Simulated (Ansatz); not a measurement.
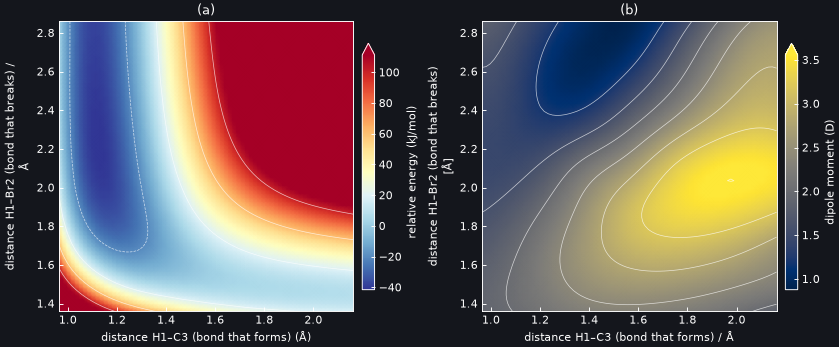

The reacting system CH3BrF (fragments BrH + CH₂F where the first distance is long, CH₃F + Br where the second is long), spin multiplicity 2. Coordinates scanned: (1) distance H1–C3 (bond that forms); (2) distance H1–Br2 (bond that breaks). Relaxed at each point: all other coordinates. Grid: 8 × 8 points. Points are written as (first, second). Energies are in kJ/mol, from a guessed transition structure relaxed with its forming and breaking bonds held. All numbers below come from UKS B3LYP-D4/def2-SVP in Ansatz.

Panel (a) is the energy and panel (b) the computed dipole moment on the same grid.

Drawn: a smooth colour map with a few white contour lines, one colour for all values above the top of the scale. Between grid points the surface is interpolated.

How does the dipole moment vary over the map, and what is it at the lowest grid point?

Answer. Leaving out the highest fifth of the energies, it runs from 0.89 D at (1.559 Å, 2.859 Å) to 3.44 D at (1.953 Å, 1.879 Å). At the lowest grid point, (1.068 Å, 2.344 Å), it is 1.41 D.
